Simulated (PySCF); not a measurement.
B(H)2(Me)(MeCN), C₃H₈BN, singlet at its B3LYP/def2-SVP optimised geometry (Å):

```
13

B     -0.7772    -0.0530     0.0000
H     -1.2826     1.0662     0.0000
H     -1.2827    -0.7626    -0.8654
C      0.8458    -0.0530     0.0000
H      1.2826    -1.0662     0.0566
H      1.2827     0.5464     0.8189
H      1.1986     0.3939    -0.9453
C     -2.1307    -1.7427     3.5658
C     -1.6545    -1.1538     2.3241
N     -1.2871    -0.6858     1.3369
H     -1.3516    -1.6720     4.3402
H     -2.3829    -2.8029     3.4102
H     -3.0286    -1.2103     3.9152
```

Computed with B3LYP/def2-TZVP (PySCF). Cells within 0.4 Å of a nucleus heavier than hydrogen are left out (blank, or x).

Map of the HOMO amplitude (bohr^(-3/2)), clipped to [-0.25, 0.25] on the plane z = 0.0 Å; orbital energy -7.08 eV, overall sign arbitrary:

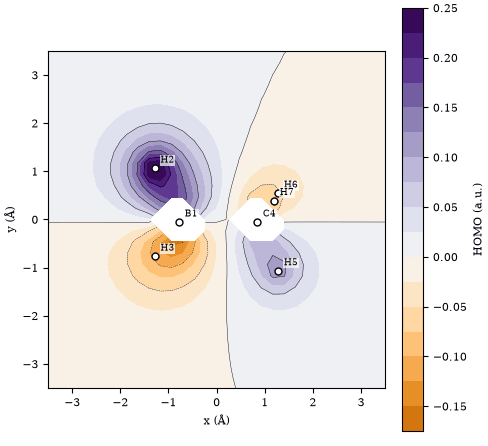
Fig. 1. HOMO amplitude (bohr^(-3/2)), clipped to [-0.25, 0.25] on the plane z = 0.0 Å.
